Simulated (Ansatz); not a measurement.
Partial pair distribution functions of a relaxed model of amorphous Hf18O39Mo, broadened by 0.06 Å; density 8.65 g/cm³. Level of theory: PBE, scalar-relativistic without spin-orbit coupling (plane waves to 420 eV, PAW; Ansatz, a first-principles code).

The cell was made by melting and quenching with the CHGNet potential and then relaxed with DFT. O atoms were pushed apart under 1.9 Å during the dynamics, to hinder bonds among them. The hot cell started wider than the set density and was brought back towards it in steps. It is the lowest in DFT energy of 2 quenches. It is a model cell: composition and starting density were chosen by hand, and all elements were melted together. No dispersion term was used. Its density started from a set value of 8.65 and ended at 8.65 g/cm³. Cooling (nominally 450 K/ps over its main leg) ran many orders faster than in experiment, which tends to leave more defects and strain. Values belong to this one cell and scatter from quench to quench. The volume was held where the preparation left it and the shape relaxed, at a PBE pressure of 2.5 GPa. Stress components on the final sampling reach 2.6 GPa.

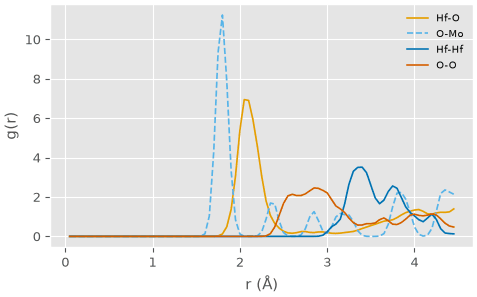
*Partial pair distribution functions*

Highest peaks under 4.5 Å: Hf-O near 2.05 Å, O-Mo near 1.80 Å, Hf-Hf near 3.40 Å, O-O near 2.85 Å; pairs of few atoms are noisy.

Within 2.56 Å each Hf has 6.17 O neighbours on average.
